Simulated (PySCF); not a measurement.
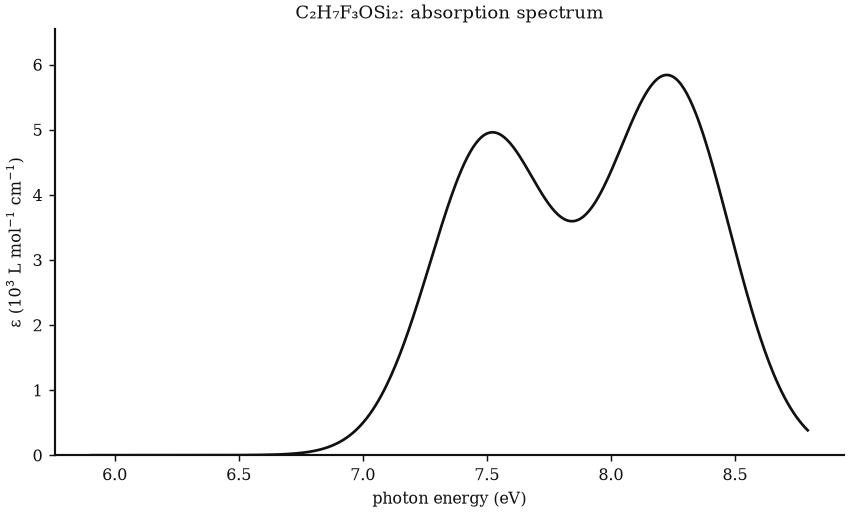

Computed absorption of C₂H₇F₃OSi₂, SMILES O[SiH2][C@@H]([SiH3])C(F)(F)F. Vertical TDDFT excitations, B3LYP/def2-SVPD (IEF-PCM benzene) in PySCF 2.14.0, at a PBE0-D3(BJ)/def2-SVP geometry (no frequency check). Only the first 6 singlet excitations are included; each is broadened by a Gaussian of 1/e half-width 0.33 eV.

Question: Where is the lowest singlet, and is it bright?

Answer: S1 lies at 7.10 eV (175 nm) with f = 0.001, mainly HOMO → LUMO (93 %); it is dark or nearly so.

Question: Which of the computed transitions is the brightest, and what character does the calculation give it?

Answer: S2 at 7.50 eV (165 nm), f = 0.097, mainly HOMO−1 → LUMO (89 %).

Question: Does any vertical transition fall in the visible?

Answer: No singlet lies below 3.1 eV (beyond 400 nm), so at this level no vertical transition falls in the visible.

Known limits of this run: one conformer of a flexible molecule; core orbitals are frozen in the response.
